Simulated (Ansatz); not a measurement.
The structure below was relaxed with r2SCAN+rVV10 (Ansatz, a first-principles code), spin-orbit coupling left out, at pressure 9 GPa.

```xyz
3
Lattice="3.7074 0.0000 0.0000 -1.8537 3.2107 0.0000 0.0000 0.0000 4.6065" Properties=species:S:1:pos:R:3 pbc="T T T"
Pt     0.0000     0.0000     0.0000
Se     1.8537     1.0702     1.2668
Se     0.0000     2.1405     3.3396
```

Find the space group and the Wyckoff positions.

Space group P-3m1 (No. 164); a = 3.7074 Å, b = 3.7074 Å, c = 4.6065 Å, α = 90.00°, β = 90.00°, γ = 120.00°

```csv
atom,site,symmetry,x,y,z
Pt,1a,-3m.,0.0000,0.0000,0.0000
Se,2d,3m.,0.6667,0.3333,0.2750
```

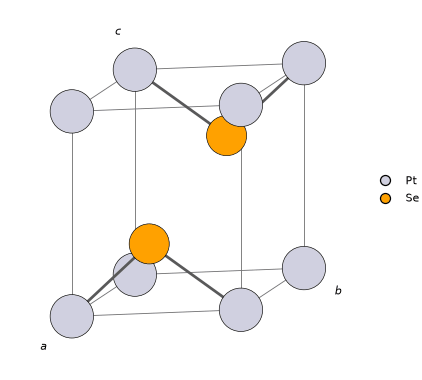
The conventional cell

Load acts through the strain it causes; cell and atoms are relaxed under it. Stability against distortions was not tested. Competing high-pressure phases were not computed. The final runs are not spin-polarised. The cell was made from PtSe$_{2}$ in the CdI2 type structure (space group P-3m1, No. 164; layered, stacked along the Cartesian z axis) by this change: pressure 9 GPa.
